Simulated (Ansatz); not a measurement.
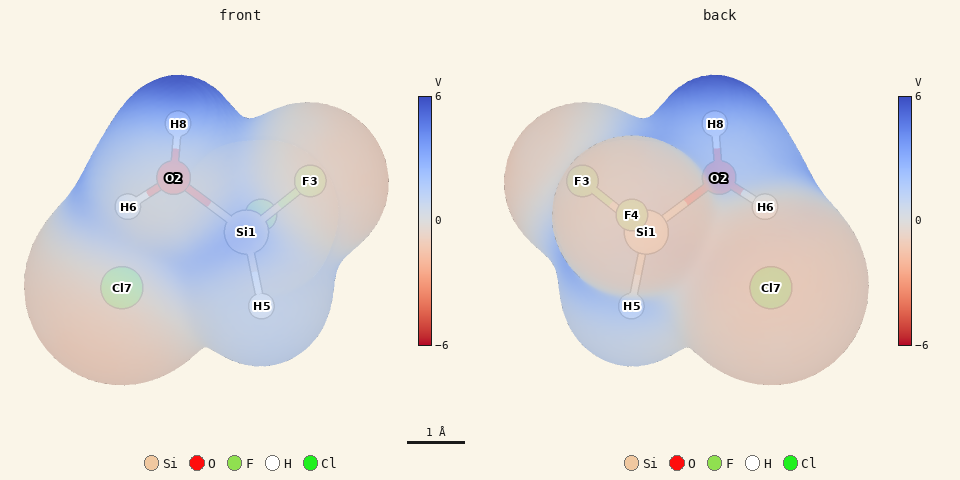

*F₂H₃OSi···Cl. The electrostatic potential painted on the density surface at 0.004 e/bohr³, seen from the front and from behind; the colour scale runs from red (negative) to blue (positive).*

A transition-state structure; geometry: PBE0-D4/def2-TZVP.

Computed with RKS PBE0-D4/def2-TZVPP in Ansatz 0.2.0.

The calculation's input:

```
crystal:
  periodic: [false, false, false]
  atoms:
    - {symbol: Si, position_ang: [-0.545214, 0.209395, -0.407071]}
    - {symbol: O, position_ang: [0.541902, -0.882601, 0.446030]}
    - {symbol: F, position_ang: [-1.007625, -0.934970, -1.434027]}
    - {symbol: F, position_ang: [0.207351, 1.186919, -1.390175]}
    - {symbol: H, position_ang: [-1.796304, 0.600062, 0.229543]}
    - {symbol: H, position_ang: [0.971666, -0.124409, 1.107989]}
    - {symbol: Cl, position_ang: [0.552066, 1.464411, 1.494086]}
    - {symbol: H, position_ang: [1.076057, -1.518808, -0.046376]}
basis:
  gaussian: {orbitals: def2-TZVPP}
hamiltonian: {xc: pbe0, dispersion: d4}
output: {orbitals: {seedname: orbitals}}
```

Run with:

```sh
ansatz run in.yaml --threads 4 --pin off --events-out ev --progress --plain --max-ram 9574MiB
```

**Describe the electrostatic potential map.**

The most negative region (about −1.1 V) lies over Cl7, the most positive (about +5.3 V) over H8.
